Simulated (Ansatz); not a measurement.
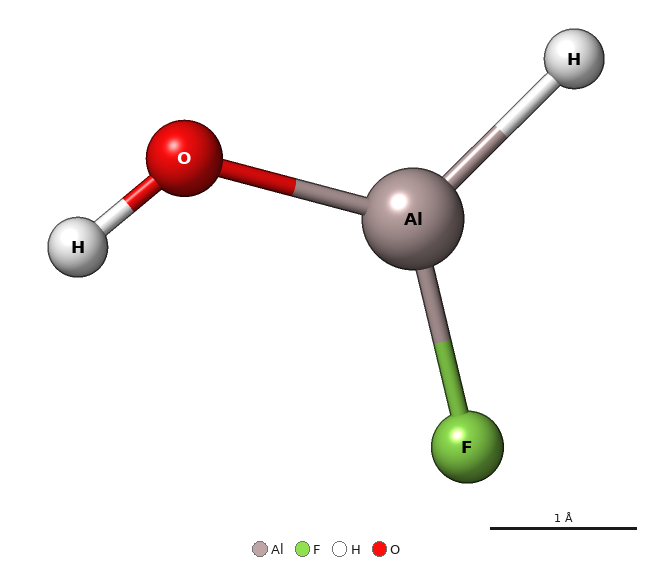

Ball-and-stick drawing of a structure. Every bond is drawn as one stick, whatever its order.

Question: Count the atoms of each element.

Answer: AlFH₂O, 5 atoms: 1 aluminium, 1 fluorine, 2 hydrogen and 1 oxygen.

Question: How many atoms are distinct by symmetry?

Answer: 5: 1 Al, 1 F, 1 H, 1 O, 1 H.

The parts below concern this one geometry. Atoms keep their numbers from picture to picture. The geometry was computed by an optimisation with PBE0-D4/def2-TZVP.

**Shape**

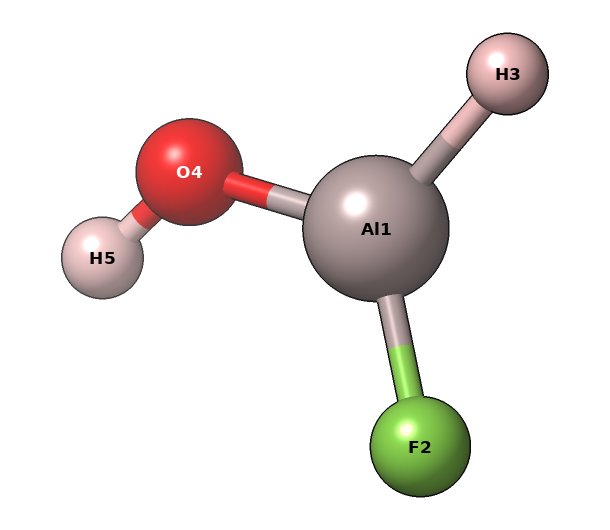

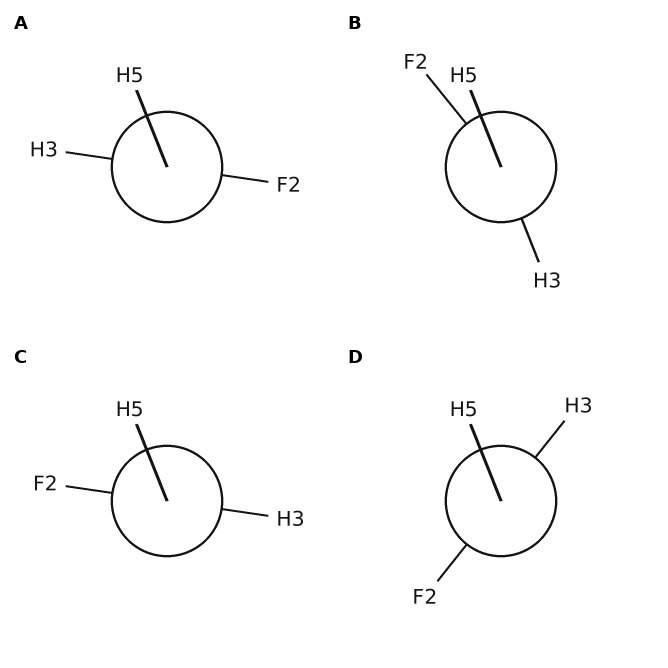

Atoms fade into the background with distance from the viewer. Bonds that would overlap in a projection are set slightly apart.

Question: Which Newman projection shows the view along O4–Al1, with O4 in front?

Answer: B. The torsion angle H5–O4–Al1–F2 is 0°, synperiplanar (eclipsed).

**Charges**

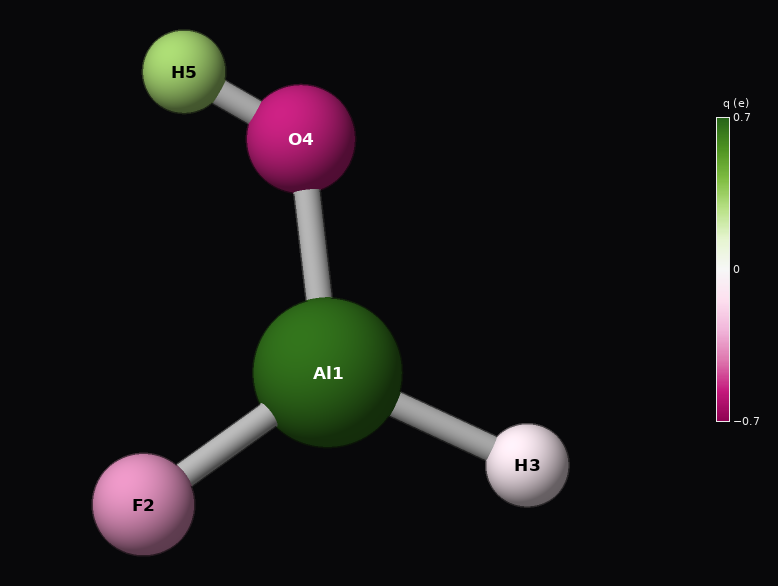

Atoms are coloured by their Mulliken charges. Level of theory: RKS PBE0-D4/def2-TZVP (Ansatz 0.2.0).

Give the Mulliken charges atom by atom.

```json
{"atom": "Al1", "value (e)": "0.66"}
{"atom": "F2", "value (e)": "−0.35"}
{"atom": "H3", "value (e)": "−0.08"}
{"atom": "O4", "value (e)": "−0.55"}
{"atom": "H5", "value (e)": "0.32"}
```

**Thermal motion**

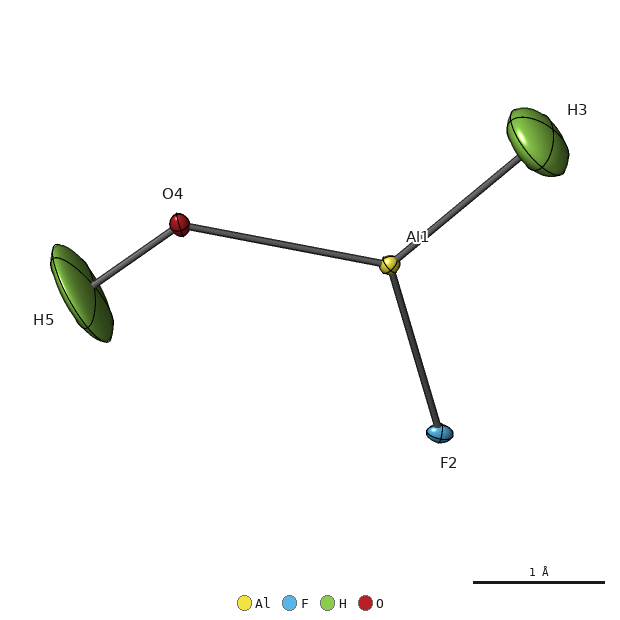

Displacement ellipsoids at the 50 % level, from the internal vibrations of the free molecule (harmonic, no overall translation or rotation; no half-axis is drawn under 0.075 Å). Vibrations computed with RKS PBE0-D4/def2-TZVP (Ansatz 0.2.0). Temperature: 600 K.

List U_eq and the three principal root-mean-square amplitudes for each kind of atom.

```tsv
atom	U_eq (Å²)	rms amplitudes (Å)
Al1	0.0013	0.021, 0.025, 0.052
F2	0.0018	0.013, 0.028, 0.067
H3	0.0311	0.104, 0.192, 0.214
O4	0.0021	0.030, 0.031, 0.066
H5	0.0531	0.071, 0.262, 0.293
```

**Dipole moment**

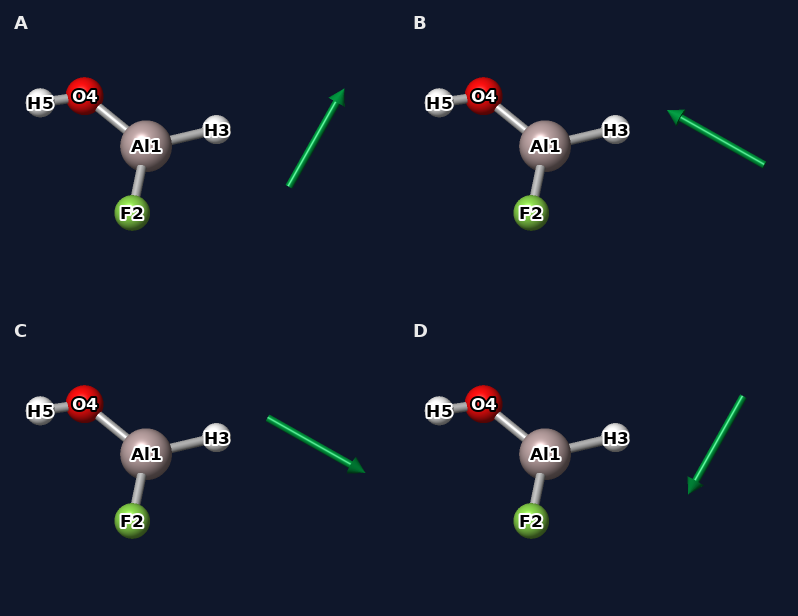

The same molecule four times, each with an arrow. Level of theory: RKS PBE0-D4/def2-TZVP (Ansatz 0.2.0).

Question: Which arrow points along the dipole moment, from the negative to the positive end?

Answer: B. The dipole moment is 0.86 D; it points from the side of H3 to the side of H5 (the outermost atoms at the two ends).

**Electronic properties**

Properties computed with RKS PBE0-D4/def2-TZVPP (Ansatz 0.2.0).

Predict the main results.

- HOMO energy (Kohn–Sham orbital): −9.61 eV
- LUMO energy (Kohn–Sham orbital): −0.43 eV
- HOMO–LUMO gap: 9.18 eV

Mulliken values depend strongly on the basis set and can even reverse the polarity of a bond.
